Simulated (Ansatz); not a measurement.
F2H3N2Ta

Input file:

```
crystal:
  periodic: [false, false, false]
  atoms:
    - symbol: F
      position_ang: [0.837887, 0.511958, 0.087730]
    - symbol: F
      position_ang: [0.820834, -2.408811, 1.216239]
    - symbol: N
      position_ang: [-1.471174, -0.521130, 1.723165]
    - symbol: "N"
      position_ang: [0.965666, 0.043318, 3.220803]
    - symbol: Ta
      position_ang: [0.272918, -0.615561, 1.505116]
    - symbol: H
      position_ang: [-2.483335, -0.512085, 1.731301]
    - symbol: H
      position_ang: [0.423718, 0.355304, 4.020139]
    - symbol: H
      position_ang: [1.961411, 0.116165, 3.424234]
basis:
  gaussian:
    orbitals: def2-TZVPD
hamiltonian:
  xc: pbe0
output: {forces: true, orbitals: {seedname: orbitals}}
```

Launched as:

```sh
ansatz run input.yaml --threads 2 --pin off --max-ram 5220MiB --events-out events.jsonl --progress --plain --runs-dir runs
```

Geometry: PBE0-D4/def2-SVP; core potentials replace the inner electrons of Ta.

The calculation used isolated molecule in a Gaussian basis; Kohn-Sham density functional theory, functional PBE0 (Ansatz 0.2.0).

What will maps of the electron density and electron localisation function show?

Ta–N (1.76 Å): ρ is about 1.5 e/Å³ halfway; the ELF peaks at about 0.70 in the valence shell of N, 0.6 Å from its nucleus, and drops to about 0.30 between the two atoms.
N–H (1.01 Å): ρ at the midpoint is about 2.9 e/Å³; the ELF climbs to about 1 towards the hydrogen, as it does in any bond to H: a covalent bond by its length.
Ta–N (1.96 Å): ρ at the midpoint is about 0.98 e/Å³; the ELF peaks at about 0.90 in the valence shell of N, 0.6 Å from its nucleus, and is about 0.30 at the midpoint.

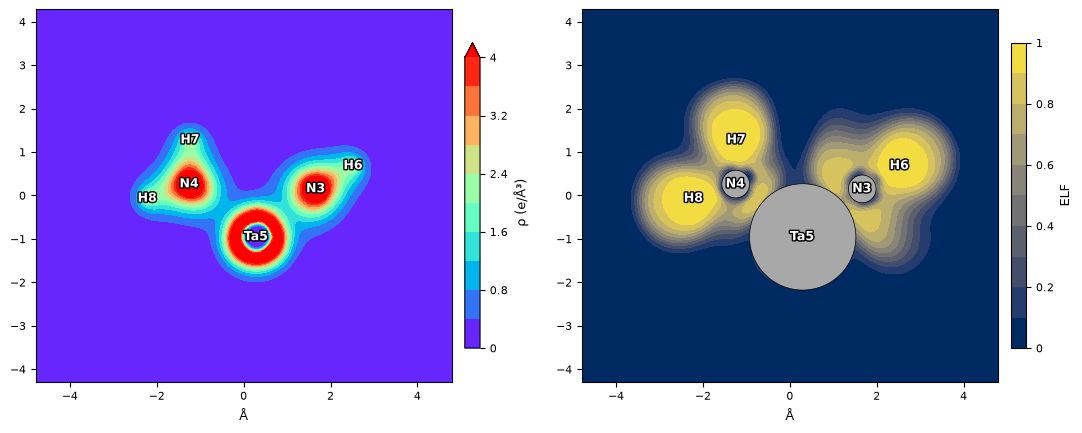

Computed electron density and electron localisation function on the plane of atoms H7, N4 and H8, in this order. Grey discs cover the atomic cores in the ELF map. 
